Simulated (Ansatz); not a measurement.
# Calculations on Cs7MnSn8I24

## 1. Relaxation

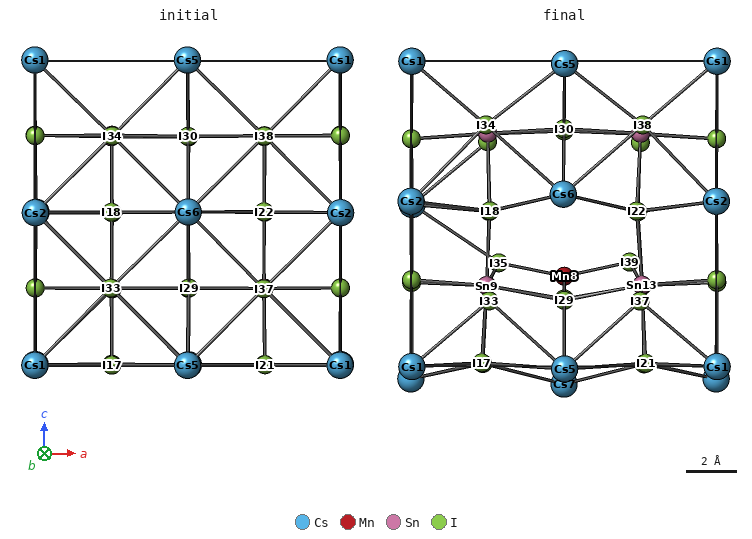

The structure of a defect cell of composition Cs₇MnSn₈I₂₄ (cell charge +1) before (left) and after (right) a relaxation, at one scale.

Style: ball-and-stick. Shown: the cell of the calculation (origin shifted), along the b axis.

Method: DFT, PBEsol, PAW, plane waves in Ansatz 0.2.0. Set-up: plane-wave cutoff 420 eV; k-point mesh 1 × 1 × 1; mesh shifted by (0.25, 0.25, 0.25); collinear spin; atoms relaxed in a fixed cell; force threshold 0.03 eV/Å; at most 80 steps.

Question: Summarise the run.

Answer: The largest move is that of the Mn atom, 2.53 Å along −c. Largest moves by element: Mn 2.53 Å, I 1.13 Å, Cs 0.78 Å, Sn 0.17 Å. The cell doesn't change. Among the contacts that change: I–Mn 4.308 → 2.697 Å, I–Mn 4.320 → 2.727 Å, I–Mn 4.293 → 2.726 Å, Cs–I 4.355 → 5.870 Å. New bonds form, among them: I–Mn (4.29 → 2.73 Å), I–Mn (4.30 → 2.70 Å), I–Mn (4.31 → 2.70 Å), I–Mn (4.32 → 2.73 Å). Bonds break, among them: Cs–I (4.35 → 5.87 Å), Cs–I (4.36 → 5.86 Å). Among the angles between lasting bonds that change: Sn–I–Sn 179.2° → 142.4°, Sn–I–Sn 178.9° → 143.3°, Sn–I–Sn 178.4° → 150.0°. Over 27 geometry steps the energy falls by 3.371 eV per cell of the calculation. The largest force component goes from 0.17 to 0.017 eV/Å. The run took 36 s on 1 × NVIDIA GB200 with 8 threads of Arm Neoverse-V2, peak memory 2.5 GiB.

Limits of the set-up: the cell is charged, on a uniform background, and energies carry no finite-size correction.

## 2. Relaxation

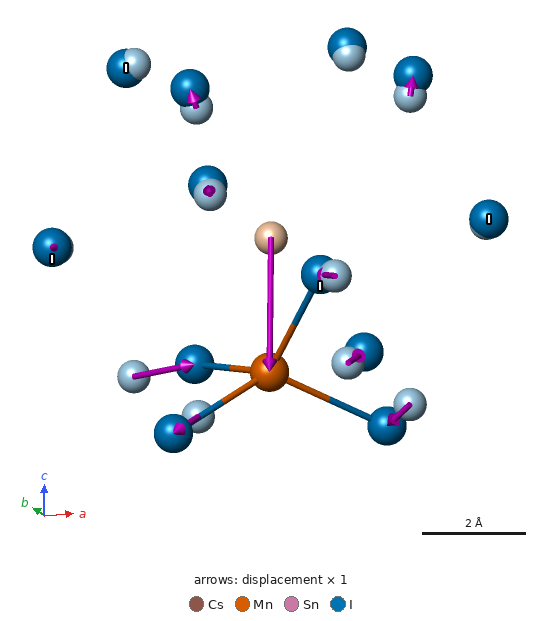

A relaxation of a defect cell of composition Cs7MnSn8I24. The starting structure is drawn faded, the final one solid; purple arrows show the displacements, at their true length.

Style: ball-and-stick. Shown: the atoms within 5.0 Å of the atom that moves most (axes of the larger cell on standard axes (2 times the calculation's cell) (origin shifted)), slightly off an axis.

Theory: DFT, PBEsol, PAW, plane waves (Ansatz).

The input:
```yaml
crystal:
  lattice:
    - [12.314462, 0.000000, 0.000000]
    - [0.000000, 12.314462, 0.000000]
    - [0.000000, 0.000000, 12.314462]
  atoms:
    - { symbol: Cs, position: [0.998110, 0.999037, 0.998888] }
    - { symbol: Cs, position: [0.999738, 0.996230, 0.498688] }
    - { symbol: Cs, position: [0.999159, 0.501198, 0.001188] }
    - { symbol: Cs, position: [0.001992, 0.501189, 0.500230] }
    - { symbol: Cs, position: [0.498075, 0.000344, 0.998784] }
    - { symbol: Cs, position: [0.500548, 0.997707, 0.501079] }
    - { symbol: Cs, position: [0.501177, 0.501739, 0.000545] }
    - { symbol: Mn, position: [0.498687, 0.498592, 0.495746], spin: 6 }
    - { symbol: Sn, position: [0.251264, 0.252655, 0.250546] }
    - { symbol: Sn, position: [0.250982, 0.252683, 0.752668] }
    - { symbol: Sn, position: [0.248159, 0.748876, 0.250839] }
    - { symbol: Sn, position: [0.248297, 0.750980, 0.747315] }
    - { symbol: Sn, position: [0.749326, 0.252219, 0.250538] }
    - { symbol: Sn, position: [0.750016, 0.250717, 0.750989] }
    - { symbol: Sn, position: [0.747816, 0.751544, 0.250528] }
    - { symbol: Sn, position: [0.751448, 0.751297, 0.750616] }
    - { symbol: I, position: [0.250174, 0.251813, 0.999172] }
    - { symbol: I, position: [0.249087, 0.249438, 0.499990] }
    - { symbol: I, position: [0.250578, 0.749355, 0.002475] }
    - { symbol: I, position: [0.251925, 0.751619, 0.498539] }
    - { symbol: I, position: [0.752150, 0.251226, 0.000384] }
    - { symbol: I, position: [0.748639, 0.250079, 0.501844] }
    - { symbol: I, position: [0.750786, 0.750951, 0.001606] }
    - { symbol: I, position: [0.750264, 0.747636, 0.500200] }
    - { symbol: I, position: [0.999210, 0.252370, 0.251943] }
    - { symbol: I, position: [0.999284, 0.248239, 0.750961] }
    - { symbol: I, position: [0.999295, 0.749277, 0.252430] }
    - { symbol: I, position: [0.998450, 0.751348, 0.752478] }
    - { symbol: I, position: [0.503039, 0.249308, 0.252059] }
    - { symbol: I, position: [0.499665, 0.249825, 0.748889] }
    - { symbol: I, position: [0.500638, 0.749900, 0.250993] }
    - { symbol: I, position: [0.502229, 0.749369, 0.747379] }
    - { symbol: I, position: [0.246720, 0.997058, 0.251602] }
    - { symbol: I, position: [0.252393, 0.997428, 0.750171] }
    - { symbol: I, position: [0.251366, 0.500180, 0.249040] }
    - { symbol: I, position: [0.251500, 0.501475, 0.751370] }
    - { symbol: I, position: [0.747987, 0.000699, 0.249519] }
    - { symbol: I, position: [0.749967, 0.001590, 0.749789] }
    - { symbol: I, position: [0.749508, 0.496688, 0.251914] }
    - { symbol: I, position: [0.748782, 0.498905, 0.748089] }
  symmetry: { detect: false }
kpoints:
  mp_grid: { grid: [1, 1, 1], shift: [0.25, 0.25, 0.25] }
hamiltonian:
  xc: pbesol
magnetization:
  spin_polarized: true
scf:
  occupations: { method: fermi_dirac, width: 0.01 }
relax:
  f_tol: 0.03
  max_steps: 80
  escape_saddle: false
  adjacent_minimum: "off"
output:
  forces: true
  eigenvalues: true
  populations: true
```

Run as
```bash
ansatz run in.yaml --threads 8 --pin off --max-ram 118750MiB --runs-dir r --events-out ev --progress --plain --backend cuda --devices 0, --max-vram 170GiB
```

Q: Atoms of which element are displaced furthest, and by how much?

A: Manganese: up to 2.97 Å, against 1.65 Å for iodine.

Q: What happened in the run?

A: Mn8 moves most: 2.97 Å roughly along [−1 −2 −3]. Largest moves by element: Mn 2.97 Å, I 1.65 Å, Cs 0.54 Å, Sn 0.24 Å. The lattice vectors keep their values. Some distances before and after: Mn8–I29 4.293 → 2.659 Å, Mn8–I22 4.341 → 2.729 Å, Mn8–I39 4.308 → 2.716 Å, Mn8–I35 4.302 → 2.762 Å. New bonds form, among them: Mn8–I22 (4.34 → 2.73 Å), Mn8–I29 (4.29 → 2.66 Å), Mn8–I35 (4.30 → 2.76 Å), Mn8–I39 (4.31 → 2.72 Å). Over 38 geometry steps the energy falls by 2.298 eV per cell of the calculation. Largest force component: 0.21 eV/Å at the start, 0.015 eV/Å at the end. Cost: 52 s on 1 × NVIDIA GB200 with 8 threads of Arm Neoverse-V2, peak memory 2.5 GiB.

## 3. Defect

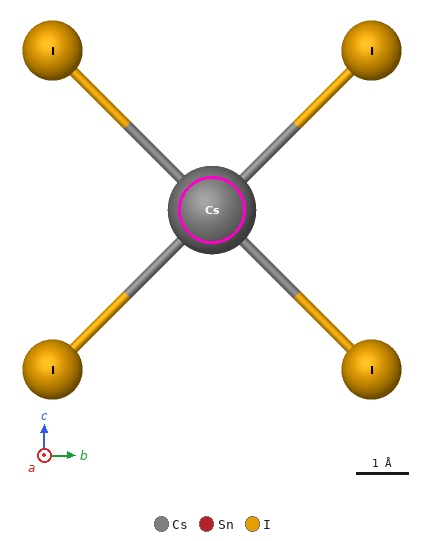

Perfect CsSnI3. The picture is a ball-and-stick view of the atoms within 4.6 Å of one point, in a slice 4.2 Å thick across the line of sight, seen along the a axis.

All numbers below come from DFT, PBEsol, PAW, plane waves in Ansatz 0.2.0. Set-up: plane-wave cutoff 420 eV; k-point mesh 1 × 1 × 1; mesh shifted by (0.25, 0.25, 0.25); collinear spin. Fermi-Dirac smearing of 0.01 eV. A uniform background neutralises the charged cell. The axes drawn are those of the host's conventional cell.

A caesium atom is replaced by manganese at the ringed place, in charge state +1. The supercell has 40 sites, and the atoms are relaxed at the host's cell.

### Predict the relaxed surroundings of the defect.

In the host the Cs atom has ; the Mn atom ends with 4 I at 2.70 to 2.73 Å. Of the host's atoms, an iodine atom moves furthest from its site, by 1.09 Å. The Mn atom itself moves 2.65 Å from where it was put. The cell's net moment is 5.00 μB.

The relaxed defect, seen from the same direction:

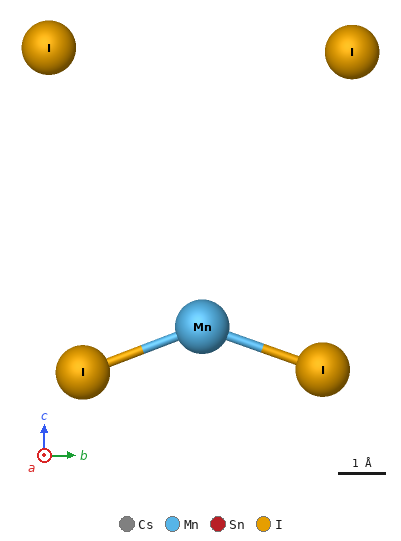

Limits of the set-up: the cell is charged, on a uniform background, and energies carry no finite-size correction.

## 4. Defect

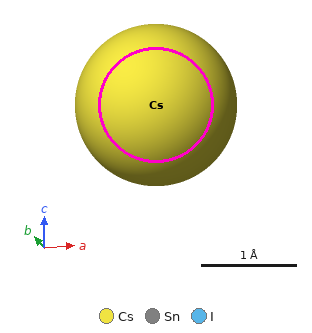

Perfect CsSnI₃. The picture is a ball-and-stick view of the atoms within 3.8 Å of one point, seen slightly off an axis.

Level of theory: Ansatz, DFT, PBEsol, PAW, plane waves. Set-up: plane-wave cutoff 420 eV; k-point mesh 1 × 1 × 1; mesh shifted by (0.25, 0.25, 0.25); collinear spin. Fermi-Dirac smearing of 0.01 eV. A uniform background neutralises the charged cell. The axes drawn are those of the host's conventional cell.

A caesium atom is replaced by manganese at the ringed place, in charge state +1. The supercell has 40 sites, and the atoms are relaxed at the host's cell.

Q: Predict the relaxed surroundings of the defect.

A: In the host the Cs atom has ; the Mn atom ends with 4 I at 2.70 to 2.73 Å. Of the host's atoms, an iodine atom moves furthest from its site, by 1.10 Å. The Mn atom itself moves 2.66 Å from where it was put. The cell's net moment is 5.00 μB.

The relaxed defect, seen from the same direction:

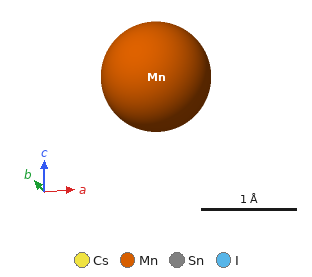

Limits of the set-up: the cell is charged, on a uniform background, and energies carry no finite-size correction.
